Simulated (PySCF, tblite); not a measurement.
# C2H6O3Si: dynamics, then NMR shifts and electronic excitations on frames, part 1 of 2

How do NMR shifts and electronic excitations of C2H6O3Si (`CC(=O)O[SiH2]O`) change as the atoms move?

Computed with tblite 0.8.0 and PySCF 2.14.0, with density-fitted response routines of our own, on a single molecule in the gas phase. Atoms are numbered from 0 throughout.

## Step 1: The molecule as given

12 atoms, charge 0, multiplicity 1; geometry from: GFN2-xTB.

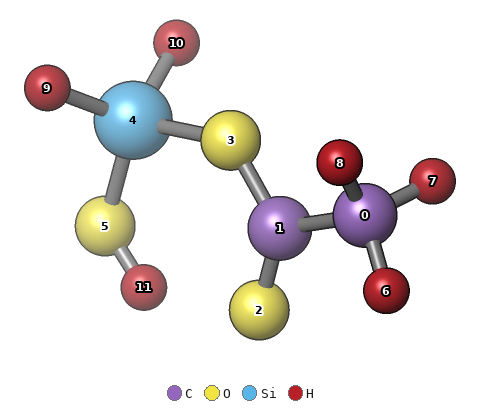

As it starts; carbon purple, oxygen yellow, silicon blue, hydrogen red, atoms numbered.

## Step 2: Dynamics with GFN2-xTB

Job settings and geometry (Å):

```
{"job": {"kind": "md", "xc": "GFN2-xTB", "basis": "xTB", "temperature": 400, "steps": 2000, "every": 50, "frames": 5}, "charge": 0, "multiplicity": 1}
C      2.101200     0.039720     0.190412
C      0.631015    -0.255667     0.317765
O      0.174745    -1.092122     1.059648
O     -0.107925     0.488899    -0.481387
Si    -1.776485     0.456124    -0.671290
O     -2.436911    -0.684969     0.255305
H      2.633967    -0.344983     1.054934
H      2.473932    -0.452596    -0.706416
H      2.257585     1.109345     0.082484
H     -2.181143     1.784462    -0.237615
H     -1.935742     0.131735    -2.079860
H     -1.833040    -1.180637     0.822383
```

Level: GFN2-xTB Langevin dynamics, gas phase.

Started as:

```bash
OMP_NUM_THREADS=1 python probes_run.py task.json out
```

This one command runs all jobs of the session in turn.

Output:

```text
t/fs     T/K      E/eV
    0.0   348.7   -582.03174
   25.0   253.7   -581.82662
   50.0   365.6   -581.60661
   75.0   320.3   -581.62694
  100.0   308.4   -581.62735
  125.0   330.9   -581.63143
  150.0   390.9   -581.55977
  175.0   459.2   -581.56218
  200.0   463.5   -581.58533
  225.0   305.7   -581.40731
  250.0   335.8   -581.45485
  275.0   367.1   -581.46443
  300.0   465.7   -581.46873
  325.0   422.2   -581.47040
  350.0   469.0   -581.47490
  375.0   537.1   -581.58700
  400.0   265.0   -581.16165
  425.0   369.1   -581.54200
  450.0   459.1   -581.74921
  475.0   291.9   -581.60163
  500.0   407.0   -581.54416
  525.0   473.1   -581.63516
  550.0   354.2   -581.42361
  575.0   477.5   -581.61915
  600.0   477.8   -581.65496
  625.0   341.4   -581.62095
  650.0   256.7   -581.56158
  675.0   414.5   -581.73539
  700.0   274.8   -581.54715
  725.0   441.9   -581.66877
  750.0   313.6   -581.53421
  775.0   241.9   -581.57813
  800.0   296.8   -581.59642
  825.0   292.8   -581.51890
  850.0   361.5   -581.52809
  875.0   344.7   -581.47509
  900.0   346.2   -581.67120
  925.0   248.6   -581.65395
  950.0   295.7   -581.50127
  975.0   311.5   -581.64997
 1000.0   278.7   -581.56451
```

Run time: 8.7 s. Hardware: 1 thread of Arm Neoverse V1, shared host; peak memory 0.18 GiB.

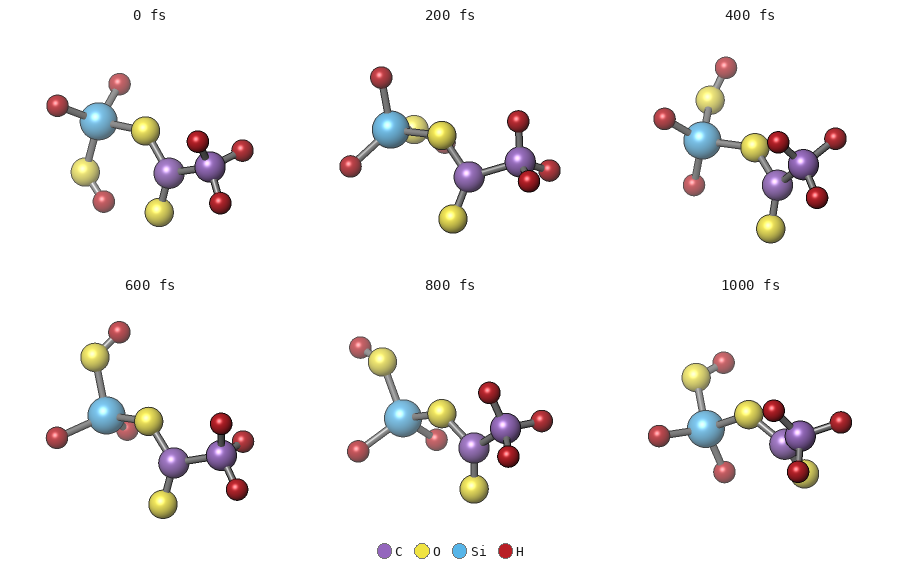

Frames of the run.

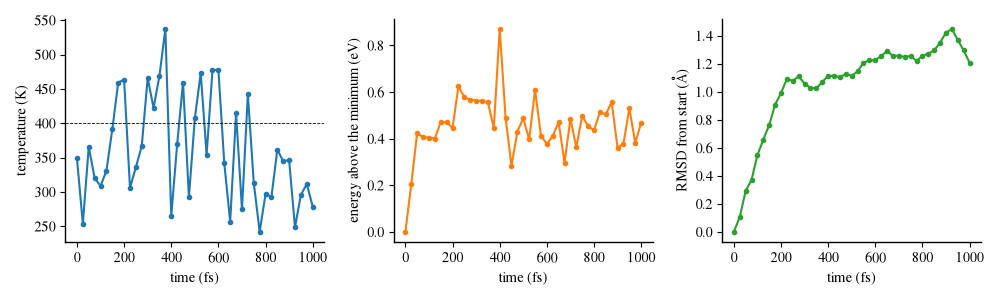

Temperature, potential energy and distance from the start.

Positions (Å) and forces (eV/Å) at 1000 fs:

```xyz
12

C     1.392    0.500    1.128    1.316    0.918   -0.739
C     0.247   -0.396    0.879    0.270   -2.796   -0.115
O     0.257   -1.629    1.002    0.227    2.422   -0.066
O    -0.788    0.250    0.449   -1.415    0.309   -0.042
Si   -2.374   -0.244    0.715    0.724    0.932    0.509
O    -3.121    0.129   -0.632   -0.360   -0.418   -1.394
H     1.700    0.328    2.137    0.546   -0.191    0.563
H     2.247    0.218    0.418   -1.103    0.617    1.015
H     1.107    1.593    1.071    0.314   -1.293   -0.371
H    -2.271   -1.558    1.209   -0.229   -1.060    0.183
H    -2.948    0.706    1.637   -0.016    0.189    0.171
H    -2.852   -0.326   -1.444   -0.273    0.373    0.287
```

## Step 3: NMR shieldings: 250 fs, PBE0/pcSseg-1

Job settings and geometry (Å):

```
{"job": {"kind": "nmr", "xc": "PBE0", "basis": "pcSseg-1", "pop": false}, "charge": 0, "multiplicity": 1}
C      1.725800     0.028500     0.232700
C      0.268500     0.107900     0.796200
O      0.153200    -0.418200     1.857700
O     -0.618400     0.766200     0.107500
Si    -2.300500     0.805500     0.166700
O     -2.814800    -0.117000    -1.057500
H      2.443700     0.072000     1.049600
H      1.860900    -0.923600    -0.210400
H      1.821300     0.853500    -0.455400
H     -2.946300     0.610800     1.456300
H     -2.246800     2.089000    -0.502600
H     -2.889900    -1.092300    -1.241300
```

Level: GIAO PBE0/pcSseg-1 NMR shielding, non-relativistic, gas phase.

Output:

```text
coarse grid: 10776 points
cycle   1  E = -594.2551819239  dE =  9.721e-01  |g| = 1.150e+00  |ddm| = 3.075e+00
cycle   2  E = -593.8536678850  dE =  4.015e-01  |g| = 1.876e+00  |ddm| = 2.018e+00
cycle   3  E = -594.4784645858  dE = -6.248e-01  |g| = 2.778e-01  |ddm| = 1.425e+00
cycle   4  E = -594.4917233649  dE = -1.326e-02  |g| = 9.321e-02  |ddm| = 2.209e-01
cycle   5  E = -594.4931126195  dE = -1.389e-03  |g| = 2.255e-02  |ddm| = 6.338e-02
cycle   6  E = -594.4932183030  dE = -1.057e-04  |g| = 5.378e-03  |ddm| = 1.864e-02
cycle   7  E = -594.4932232858  dE = -4.983e-06  |g| = 1.716e-03  |ddm| = 4.047e-03
final grid: 100200 points
cycle   8  E = -594.5580918367  dE = -1.194e-05  |g| = 1.179e-02  |ddm| = 1.647e-02
cycle   9  E = -594.5580563413  dE =  3.550e-05  |g| = 1.844e-02  |ddm| = 1.773e-02
cycle  10  E = -594.5581150769  dE = -5.874e-05  |g| = 2.035e-03  |ddm| = 1.130e-02
cycle  11  E = -594.5581158165  dE = -7.396e-07  |g| = 3.011e-04  |ddm| = 1.320e-03
cycle  12  E = -594.5581158304  dE = -1.393e-08  |g| = 1.019e-04  |ddm| = 2.371e-04
cycle  13  E = -594.5581158328  dE = -2.358e-09  |g| = 1.545e-05  |ddm| = 8.481e-05
cycle  14  E = -594.5581158328  dE = -4.343e-11  |g| = 6.069e-06  |ddm| = 1.508e-05
converged SCF energy = -594.5581158328

GIAO shielding tensors (ppm)
atom      isotropic    diamagn.    paramagn.     s11        s22        s33       span
  0 C      158.147     250.394     -92.247    128.075    152.039    194.327     66.252
  1 C       13.417     248.233    -234.816    -88.871     52.234     76.889    165.760
  2 O     -131.206     403.745    -534.951   -450.141   -198.375    254.898    705.040
  3 O      109.493     402.573    -293.080    -42.610    171.360    199.731    242.341
  4 Si     389.172     879.752    -490.580    352.904    391.621    422.991     70.087
  5 O      278.159     388.533    -110.374    236.019    282.622    315.837     79.818
  6 H       29.503      29.411       0.092     26.228     28.172     34.110      7.882
  7 H       29.923      31.261      -1.338     27.608     28.523     33.638      6.030
  8 H       29.989      30.533      -0.543     25.596     29.739     34.634      9.038
  9 H       26.015      28.312      -2.297     22.646     24.132     31.267      8.621
 10 H       26.879      29.624      -2.745     22.944     25.349     32.344      9.400
 11 H       27.355      29.689      -2.334     20.561     22.191     39.314     18.753
```

Run time: 10 s. Hardware: 1 thread of Arm Neoverse V1, shared host; peak memory 0.68 GiB.

The references, computed at this level on geometries of the same kind, shield at (ppm): ¹H TMS 31.72, ¹³C TMS 186.9, ²⁹Si TMS 349.2, ¹⁷O H2O 336.1. Their shielding less the atom's gives the shift. The references are single molecules in the gas phase, so shifts against H2O, NH3, PH3, H3PO4 or CFCl3 are not on the usual liquid scales and can be off by tens of ppm. Each atom is listed at this fixed geometry, with no averaging over motion; a spectrum would average atoms that exchange fast.

```csv
atoms,environment,σ (ppm),δ (ppm)
C1,carbonyl carbon,13.4,173.5
C0,methyl carbon α to a carbonyl,158.1,28.8
H9,hydrogen on a silicon bonded to 2 O,26.02,5.70
H10,hydrogen on a silicon bonded to 2 O,26.88,4.84
H11,hydrogen on an oxygen bonded to Si,27.36,4.36
H6,hydrogen on a methyl carbon α to a carbonyl,29.50,2.21
H7,hydrogen on a methyl carbon α to a carbonyl,29.92,1.79
H8,hydrogen on a methyl carbon α to a carbonyl,29.99,1.73
O2,carbonyl oxygen,-131.2,467.3
O3,"oxygen bonded to C, Si",109.5,226.6
O5,"oxygen bonded to Si, H",278.2,57.9
Si4,"silicon bonded to 2 O, 2 H",389.2,-40.0
```

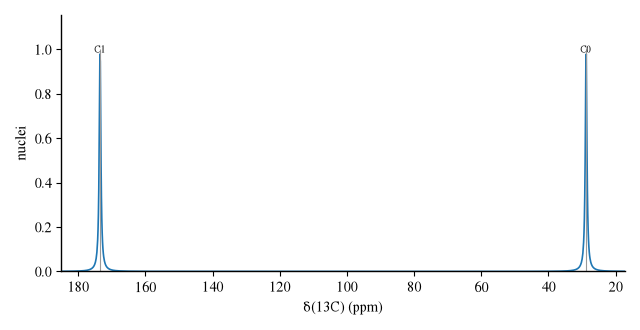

¹³C lines at the computed shifts, without couplings. Lines are broadened to a width of 0.58 ppm (Lorentzian).

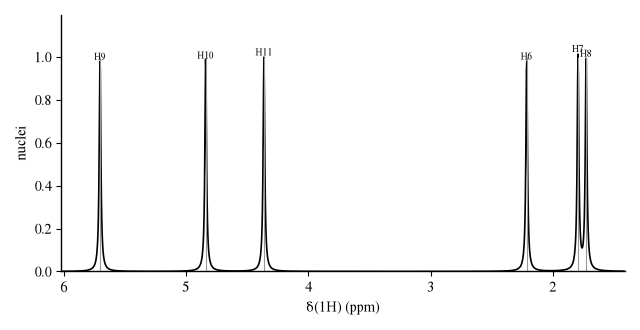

¹H lines at the computed shifts, without couplings. Lines are broadened to a width of 0.02 ppm (Lorentzian).

## Step 4: Ultraviolet spectrum: 250 fs, PBE0/def2-SVPD

Same as in step 3 but for these lines:

```diff
@@ -1,2 +1,2 @@
-{"job": {"kind": "nmr", "xc": "PBE0", "basis": "pcSseg-1", "pop": false}, "charge": 0, "multiplicity": 1}
+{"job": {"kind": "uv", "xc": "PBE0", "basis": "def2-SVPD", "nstates": 5, "ntriplets": 0}, "charge": 0, "multiplicity": 1}
 C      1.725800     0.028500     0.232700
```

With the program's defaults for keys left out, this is: TDDFT PBE0/def2-SVPD, vertical, gas phase, core orbitals frozen in the response.

Output:

```text
coarse grid: 10776 points
cycle   1  E = -593.9796216113  dE =  9.258e-01  |g| = 1.091e+00  |ddm| = 5.335e+00
cycle   2  E = -593.5562431787  dE =  4.234e-01  |g| = 1.848e+00  |ddm| = 3.920e+00
cycle   3  E = -594.1952241077  dE = -6.390e-01  |g| = 2.587e-01  |ddm| = 2.714e+00
cycle   4  E = -594.2070273598  dE = -1.180e-02  |g| = 9.073e-02  |ddm| = 3.623e-01
cycle   5  E = -594.2084368521  dE = -1.409e-03  |g| = 2.332e-02  |ddm| = 1.147e-01
cycle   6  E = -594.2085559062  dE = -1.191e-04  |g| = 5.102e-03  |ddm| = 3.393e-02
cycle   7  E = -594.2085601429  dE = -4.237e-06  |g| = 1.956e-03  |ddm| = 8.238e-03
final grid: 100200 points
cycle   8  E = -594.3026211726  dE = -1.360e-05  |g| = 1.070e-02  |ddm| = 7.949e-02
cycle   9  E = -594.3025870375  dE =  3.414e-05  |g| = 1.725e-02  |ddm| = 2.716e-02
cycle  10  E = -594.3026420182  dE = -5.498e-05  |g| = 1.784e-03  |ddm| = 1.721e-02
cycle  11  E = -594.3026426189  dE = -6.007e-07  |g| = 2.653e-04  |ddm| = 1.988e-03
cycle  12  E = -594.3026426310  dE = -1.206e-08  |g| = 9.340e-05  |ddm| = 4.292e-04
cycle  13  E = -594.3026426330  dE = -1.989e-09  |g| = 2.056e-05  |ddm| = 1.496e-04
cycle  14  E = -594.3026426331  dE = -7.765e-11  |g| = 9.223e-06  |ddm| = 3.860e-05
converged SCF energy = -594.3026426331

Static polarisability (au): isotropic 60.336, principal 51.379 59.036 70.591

Singlet excitations
state   eV       nm        f      main configurations
  1   5.6052    221.2   0.00046   H->L 0.42, H->L+2 0.27, H->L+1 0.25
  2   6.5642    188.9   0.01729   H->L 0.51, H->L+1 0.41
  3   6.9946    177.3   0.04229   H->L+2 0.53, H->L+1 0.30
  4   7.5006    165.3   0.01428   H-1->L 0.42, H->L+3 0.41
  5   7.5594    164.0   0.01370   H-1->L 0.43, H->L+3 0.36
```

It took 16 s on 1 thread of Arm Neoverse V1, shared host; peak memory 0.74 GiB.

Frontier orbitals and where they lie:

```csv
orbital,eV,atoms
HOMO−3,-10.06,"O3 34 %, O5 20 %, Si4 10 %"
HOMO−2,-9.48,"O2 23 %, O3 21 %, O5 16 %"
HOMO−1,-9.17,"O2 20 %, O3 20 %, O5 19 %"
HOMO,-7.66,"O2 63 %, C0 13 %, C1 10 %"
LUMO,-0.30,"O5 25 %, Si4 23 %, H11 13 %"
LUMO+1,0.28,"Si4 22 %, C1 17 %, O2 13 %"
LUMO+2,0.46,"Si4 24 %, O5 15 %, C1 15 %"
```

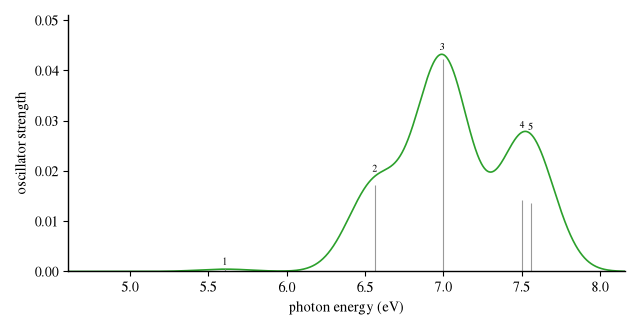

Absorption spectrum from the 5 singlet states computed; above the last one it falls off for lack of states. Lines are broadened to a width of 0.40 eV (Gaussian).

Further results of this job:

```csv
property,computed
dipole moment (D),1.78
polarisability (Å³),8.94
HOMO–LUMO gap (eV),7.36
−ε(HOMO) (eV),7.66
```

## Step 5: NMR shieldings: 425 fs, PBE0/pcSseg-1

Job settings and geometry (Å):

```
{"job": {"kind": "nmr", "xc": "PBE0", "basis": "pcSseg-1", "pop": false}, "charge": 0, "multiplicity": 1}
C      1.498300     0.588100     1.091400
C      0.163100    -0.110200     1.203800
O     -0.036600    -0.930500     2.035900
O     -0.736400     0.276300     0.262100
Si    -2.412100     0.321700     0.310500
O     -3.088600     0.206200    -1.142200
H      1.859700     0.537900     0.024800
H      1.419100     1.545600     1.466600
H      2.181400     0.059300     1.718400
H     -2.975800    -0.630800     1.101000
H     -2.428300     1.740900     0.908900
H     -2.802900     0.592600    -1.959300
```

Level: GIAO PBE0/pcSseg-1 NMR shielding, non-relativistic, gas phase.

Output:

```text
coarse grid: 10776 points
cycle   1  E = -594.2726827090  dE =  9.777e-01  |g| = 1.134e+00  |ddm| = 3.094e+00
cycle   2  E = -593.8977039895  dE =  3.750e-01  |g| = 1.834e+00  |ddm| = 1.890e+00
cycle   3  E = -594.4870343784  dE = -5.893e-01  |g| = 2.733e-01  |ddm| = 1.331e+00
cycle   4  E = -594.4999208659  dE = -1.289e-02  |g| = 9.007e-02  |ddm| = 2.176e-01
cycle   5  E = -594.5012156179  dE = -1.295e-03  |g| = 2.207e-02  |ddm| = 6.230e-02
cycle   6  E = -594.5013232843  dE = -1.077e-04  |g| = 4.112e-03  |ddm| = 1.735e-02
cycle   7  E = -594.5013267975  dE = -3.513e-06  |g| = 8.343e-04  |ddm| = 3.145e-03
final grid: 100200 points
cycle   8  E = -594.5670486382  dE = -6.908e-06  |g| = 1.314e-02  |ddm| = 1.662e-02
cycle   9  E = -594.5669992705  dE =  4.937e-05  |g| = 2.125e-02  |ddm| = 1.938e-02
cycle  10  E = -594.5670777752  dE = -7.850e-05  |g| = 2.354e-03  |ddm| = 1.249e-02
cycle  11  E = -594.5670787588  dE = -9.837e-07  |g| = 3.156e-04  |ddm| = 1.521e-03
cycle  12  E = -594.5670787745  dE = -1.566e-08  |g| = 1.044e-04  |ddm| = 2.397e-04
cycle  13  E = -594.5670787768  dE = -2.270e-09  |g| = 2.199e-05  |ddm| = 8.203e-05
cycle  14  E = -594.5670787768  dE = -7.321e-11  |g| = 8.673e-06  |ddm| = 1.930e-05
converged SCF energy = -594.5670787768

GIAO shielding tensors (ppm)
atom      isotropic    diamagn.    paramagn.     s11        s22        s33       span
  0 C      161.460     249.368     -87.908    133.883    156.949    193.546     59.663
  1 C       15.767     246.879    -231.112    -92.320     67.476     72.147    164.467
  2 O     -144.199     401.686    -545.886   -443.935   -235.545    246.882    690.817
  3 O      118.220     406.580    -288.360    -42.852    179.639    217.873    260.725
  4 Si     386.726     879.948    -493.221    355.064    386.471    418.645     63.581
  5 O      300.079     387.115     -87.037    263.589    301.386    335.261     71.671
  6 H       28.706      29.379      -0.673     24.962     28.009     33.149      8.187
  7 H       30.717      30.387       0.330     27.794     29.593     34.763      6.969
  8 H       30.334      29.536       0.797     26.505     29.074     35.421      8.916
  9 H       27.659      30.616      -2.958     23.699     26.234     33.043      9.344
 10 H       25.759      28.329      -2.570     21.630     25.076     30.573      8.943
 11 H       29.236      32.529      -3.293     21.263     24.036     42.409     21.146
```

Wall time 9.8 s (1 thread of Arm Neoverse V1, shared host); peak memory 0.7 GiB.

Key values: δ C1 171.2, C0 25.5, O2 480.3, O3 217.9, H10 5.96, H9 4.06 ppm.

## Step 6: Excited states and response: 425 fs, PBE0/def2-SVPD

Same as in step 5 but for these lines:

```diff
@@ -1,2 +1,2 @@
-{"job": {"kind": "nmr", "xc": "PBE0", "basis": "pcSseg-1", "pop": false}, "charge": 0, "multiplicity": 1}
+{"job": {"kind": "uv", "xc": "PBE0", "basis": "def2-SVPD", "nstates": 5, "ntriplets": 0}, "charge": 0, "multiplicity": 1}
 C      1.498300     0.588100     1.091400
```

Method: TDDFT PBE0/def2-SVPD, vertical, gas phase, core orbitals frozen in the response.

Output:

```text
coarse grid: 10776 points
cycle   1  E = -593.9965883906  dE =  9.322e-01  |g| = 1.075e+00  |ddm| = 4.717e+00
cycle   2  E = -593.6100738604  dE =  3.865e-01  |g| = 1.792e+00  |ddm| = 3.268e+00
cycle   3  E = -594.2028138088  dE = -5.927e-01  |g| = 2.523e-01  |ddm| = 2.262e+00
cycle   4  E = -594.2140943460  dE = -1.128e-02  |g| = 8.869e-02  |ddm| = 2.958e-01
cycle   5  E = -594.2154505926  dE = -1.356e-03  |g| = 2.165e-02  |ddm| = 1.051e-01
cycle   6  E = -594.2155604930  dE = -1.099e-04  |g| = 3.523e-03  |ddm| = 3.355e-02
cycle   7  E = -594.2155631638  dE = -2.671e-06  |g| = 6.276e-04  |ddm| = 5.488e-03
final grid: 100200 points
cycle   8  E = -594.3105020244  dE = -8.884e-06  |g| = 1.200e-02  |ddm| = 7.568e-02
cycle   9  E = -594.3104564230  dE =  4.560e-05  |g| = 1.973e-02  |ddm| = 3.047e-02
cycle  10  E = -594.3105283033  dE = -7.188e-05  |g| = 2.132e-03  |ddm| = 1.995e-02
cycle  11  E = -594.3105291637  dE = -8.604e-07  |g| = 2.776e-04  |ddm| = 2.185e-03
cycle  12  E = -594.3105291776  dE = -1.385e-08  |g| = 8.820e-05  |ddm| = 4.293e-04
cycle  13  E = -594.3105291793  dE = -1.673e-09  |g| = 2.013e-05  |ddm| = 1.432e-04
cycle  14  E = -594.3105291793  dE = -7.412e-11  |g| = 8.104e-06  |ddm| = 3.188e-05
converged SCF energy = -594.3105291793

Static polarisability (au): isotropic 59.249, principal 49.664 58.122 69.962

Singlet excitations
state   eV       nm        f      main configurations
  1   5.8314    212.6   0.00057   H->L 0.49, H->L+1 0.48
  2   7.1868    172.5   0.00951   H-1->L 0.48, H->L 0.26, H->L+1 0.20
  3   7.3203    169.4   0.04140   H-1->L 0.45, H->L+1 0.28, H->L 0.23
  4   7.4769    165.8   0.02750   H->L+2 0.84, H-1->L+1 0.10
  5   7.6763    161.5   0.05830   H-1->L+1 0.76, H->L+2 0.09
```

It took 16 s on 1 thread of Arm Neoverse V1, shared host; peak memory 0.74 GiB.

In short: HOMO -8.12 eV, LUMO -0.15 eV; lowest singlet 5.83 eV.

## Step 7: NMR shieldings: 625 fs, PBE0/pcSseg-1

Job settings and geometry (Å):

```
{"job": {"kind": "nmr", "xc": "PBE0", "basis": "pcSseg-1", "pop": false}, "charge": 0, "multiplicity": 1}
C      1.461600    -0.439100     0.849900
C     -0.022500    -0.417200     1.205700
O     -0.549200    -1.006900     2.135900
O     -0.805000     0.337100     0.483500
Si    -2.413500     0.065700     0.215000
O     -2.688900     1.135100    -0.946400
H      1.775500     0.620900     0.987900
H      2.024400    -1.159500     1.491700
H      1.621700    -0.645700    -0.145500
H     -2.561400    -1.282300    -0.195400
H     -3.226600     0.377100     1.409700
H     -2.210200     1.369400    -1.697400
```

With the program's defaults for keys left out, this is: GIAO PBE0/pcSseg-1 NMR shielding, non-relativistic, gas phase.

Output:

```text
coarse grid: 10776 points
cycle   1  E = -594.2643882614  dE =  1.033e+00  |g| = 1.160e+00  |ddm| = 3.079e+00
cycle   2  E = -593.8284533478  dE =  4.359e-01  |g| = 1.925e+00  |ddm| = 2.045e+00
cycle   3  E = -594.4840227904  dE = -6.556e-01  |g| = 3.295e-01  |ddm| = 1.475e+00
cycle   4  E = -594.5031753296  dE = -1.915e-02  |g| = 8.802e-02  |ddm| = 2.466e-01
cycle   5  E = -594.5043998076  dE = -1.224e-03  |g| = 2.192e-02  |ddm| = 6.144e-02
cycle   6  E = -594.5045069023  dE = -1.071e-04  |g| = 4.471e-03  |ddm| = 1.752e-02
cycle   7  E = -594.5045108305  dE = -3.928e-06  |g| = 1.296e-03  |ddm| = 3.305e-03
final grid: 100200 points
cycle   8  E = -594.5701553263  dE = -9.252e-06  |g| = 1.271e-02  |ddm| = 1.699e-02
cycle   9  E = -594.5701049299  dE =  5.040e-05  |g| = 2.099e-02  |ddm| = 1.916e-02
cycle  10  E = -594.5701821209  dE = -7.719e-05  |g| = 2.729e-03  |ddm| = 1.286e-02
cycle  11  E = -594.5701834493  dE = -1.328e-06  |g| = 2.853e-04  |ddm| = 1.691e-03
cycle  12  E = -594.5701834615  dE = -1.215e-08  |g| = 1.062e-04  |ddm| = 2.158e-04
cycle  13  E = -594.5701834638  dE = -2.326e-09  |g| = 2.350e-05  |ddm| = 8.311e-05
cycle  14  E = -594.5701834639  dE = -8.913e-11  |g| = 7.495e-06  |ddm| = 1.966e-05
converged SCF energy = -594.5701834639

GIAO shielding tensors (ppm)
atom      isotropic    diamagn.    paramagn.     s11        s22        s33       span
  0 C      161.891     249.724     -87.833    139.965    152.343    193.363     53.398
  1 C        6.572     247.728    -241.155   -101.308     46.170     74.855    176.163
  2 O     -177.166     401.119    -578.285   -432.937   -312.440    213.880    646.817
  3 O      115.937     404.516    -288.579     -6.409    141.667    212.553    218.962
  4 Si     387.928     880.375    -492.446    353.424    396.508    413.853     60.429
  5 O      317.277     387.422     -70.145    286.413    315.061    350.356     63.944
  6 H       28.802      28.524       0.278     25.432     27.823     33.152      7.720
  7 H       28.838      27.267       1.570     25.005     27.076     34.433      9.428
  8 H       30.890      32.863      -1.973     27.440     30.155     35.076      7.636
  9 H       27.168      31.089      -3.921     23.941     25.483     32.079      8.138
 10 H       26.261      28.465      -2.204     22.807     24.591     31.383      8.576
 11 H       30.487      34.582      -4.095     22.231     24.904     44.326     22.095
```

It took 9.8 s on 1 thread of Arm Neoverse V1, shared host; peak memory 0.7 GiB.

Key values: δ C1 180.4, C0 25.0, O2 513.2, O3 220.1, H10 5.46, H9 4.55 ppm.

(Continued in part 2 of 2.)
